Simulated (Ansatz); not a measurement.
**Cl₂GeH₂O: density, localisation and related maps**

```xyz
6

Ge    0.0037   -0.0028    0.2214
H     0.3216    0.2251    1.7055
Cl    1.8198   -0.1095   -0.9600
Cl   -1.1797    1.6262   -0.5856
O    -0.8972   -1.5322    0.1020
H    -1.1423   -1.7496   -0.8182
```

The calculation used RKS PBE-D4/def2-mTZVP in Ansatz 0.2.0.

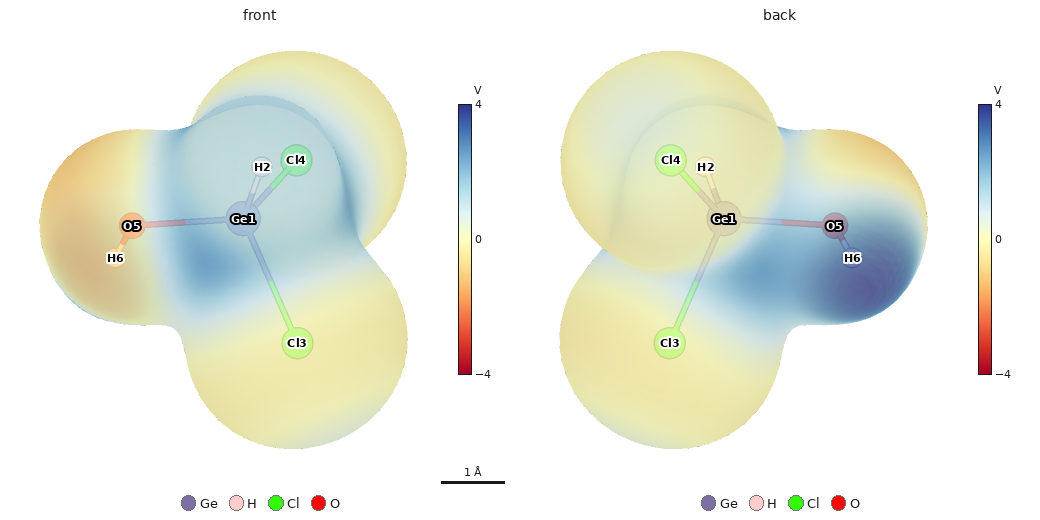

Figure 1. The molecular electrostatic potential painted on the density surface at 0.004 e/bohr³, seen from the front and from behind; the colour scale runs from red (negative) to blue (positive).

Question: Describe the electrostatic potential map.

Answer: The most negative region (about −1.0 V) lies over O5, the most positive (about +3.7 V) over H6. Cl3 shows a σ-hole: about +0.5 V at the tip opposite its bond, against about −0.2 V on its flanks. Cl4 shows a σ-hole: about +0.5 V at the tip opposite its bond, against about −0.2 V on its flanks. O5 is the likeliest acceptor of a hydrogen bond.

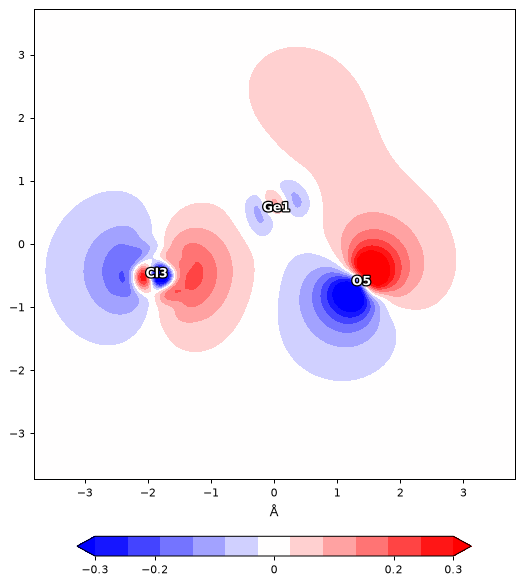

Figure 2. The HOMO−1 on the plane of atoms Cl3, Ge1 and O5 (values in Å⁻³ᐟ²; the overall sign is arbitrary).

Question: What is the character of this orbital?

Answer: By Hirshfeld shares it lies mainly on Cl3 (about 40 %), Cl4 (about 40 %) and O5 (about 10 %); largely a combination of lone pairs on Cl3, Cl4 and O5. Its energy is −7.96 eV.

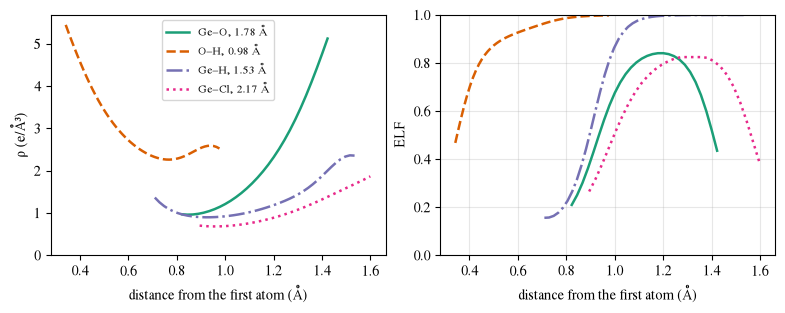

Figure 3. Electron density and ELF along straight lines between neighbouring atoms. The curves leave out the atomic cores.

Question: What can be read from the curves?

Answer: Ge–O (1.78 Å): ρ at the midpoint is about 0.98 e/Å³; the ELF peaks at about 0.85 in the valence shell of O, 0.6 Å from its nucleus, and is about 0.35 at the midpoint.
O–H (0.98 Å): ρ at the midpoint is about 3.5 e/Å³; the ELF climbs to about 1 towards the hydrogen, as it does in any bond to H; a covalent bond by its length.
Ge–H (1.53 Å): ρ is about 1.1 e/Å³ halfway; the ELF climbs to about 1 towards the hydrogen.
Ge–Cl (2.17 Å): ρ at the midpoint is about 0.74 e/Å³; the ELF peaks at about 0.80 in the valence shell of Cl, 0.9 Å from its nucleus, and is about 0.70 at the midpoint.
